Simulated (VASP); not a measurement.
```xyz
2
Lattice="0.0000 1.8079 1.8079 1.8079 0.0000 1.8079 1.8079 1.8079 0.0000" Properties=species:S:1:pos:R:3 pbc="T T T"
B      0.0000     0.0000     0.0000
N      0.9040     0.9040     0.9040
```

Level of theory: PBE GGA with D3 dispersion (zero damping), VASP's PBE PAW potentials (set 64) (plane waves; VASP). Settings: 520 eV cut-off, 14×14×14 Γ-centred mesh, tetrahedra with Blöchl corrections, potentials B N.

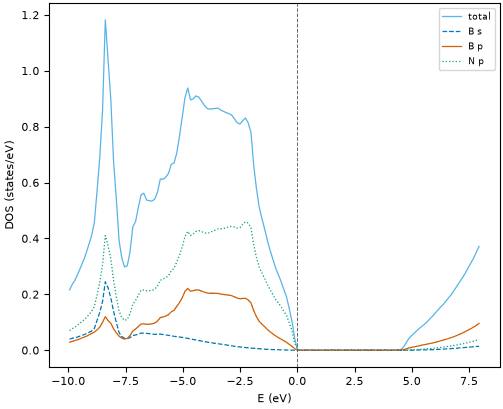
Fig. 1. Total and projected density of states, zero at the valence-band maximum

Within 2 eV below the valence-band maximum the largest weight inside VASP's projection spheres is N p, then B p.

The gap is indirect, 4.46 eV, from the valence maximum at Γ to the conduction minimum at X.

The compound is BN in the zinc blende structure. It was relaxed first.
